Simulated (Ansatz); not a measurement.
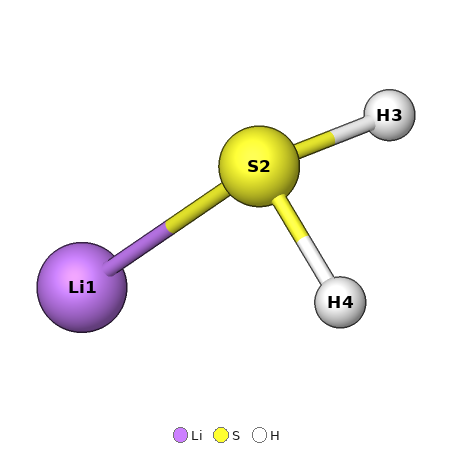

State: charge +1, singlet. Sticks follow a distance rule. Harmonic vibrations computed with RKS PBE0-D4/def2-TZVP (Ansatz 0.2.0) at a stationary point of the same level.

> Is this a minimum or a saddle point?

A minimum: no imaginary frequency, and the lowest mode lies at 382 cm⁻¹.

> List the wavenumbers.

6 modes: 382, 414, 475, 1192, 2695, 2707 cm⁻¹.
